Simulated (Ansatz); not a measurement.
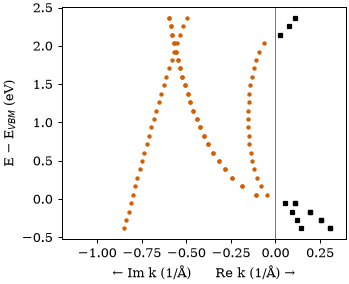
Figure. Complex bands at the centre of the two-dimensional zone; r2SCAN (Ansatz, a program for electronic structure)

No gap correction and no spin-orbit coupling; mid-gap is the computed energy nearest the middle.

Problem. This is GaN (F-43m, zinc blende, 2 atoms a cell, 11.4 Å³ an atom) along the normal of (001). Read off the slowest decay at the centre of the two-dimensional zone at 1.04 eV, the computed energy nearest the middle of the gap.

Solution. κ ≈ 0.15 1/Å, a decay length 1/(2κ) of the density of 3.2 Å.
